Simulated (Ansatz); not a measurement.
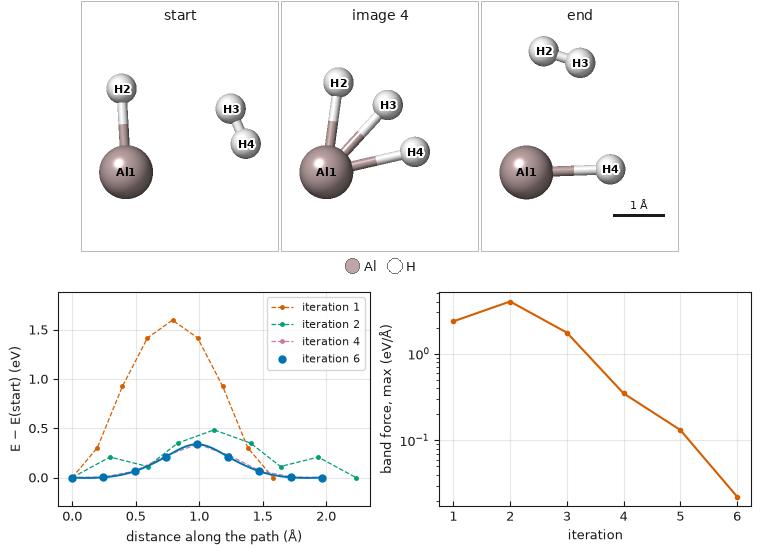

NEB run on AlH3, made up of AlH and H2. Images are numbered from 0 (start) to 8 (end). The plot follows the band through its iterations. The picture is a ball-and-stick view, seen at a tilt.

Method: Ansatz 0.2.0, RKS PBE0-D4/def2-SVP. Settings: 7 movable images; climbing image.

Question: Judge this run.

Answer: The run is converged, with reservations. The band converged in 6 iterations. The largest component of the band force went from 2.4 to 0.022 eV/Å. The climbing image converged on the top of the path. Its curvatures weren't checked. The largest force component is 0.35 eV/Å at the start and 0.43 eV/Å at the end; an end with forces this large is no minimum, and the barrier measured from it can be far off. The first iteration put the highest image at 1.60 eV. The two ends have the same energy, and the highest point, image 4, lies 0.34 eV above the start.

Limits of the set-up: the start holds two separate molecules, 2.2 Å apart at their closest, whose relative position is a soft coordinate.

Cost: 13 s on 2 threads of Arm Neoverse V2, on a shared host.
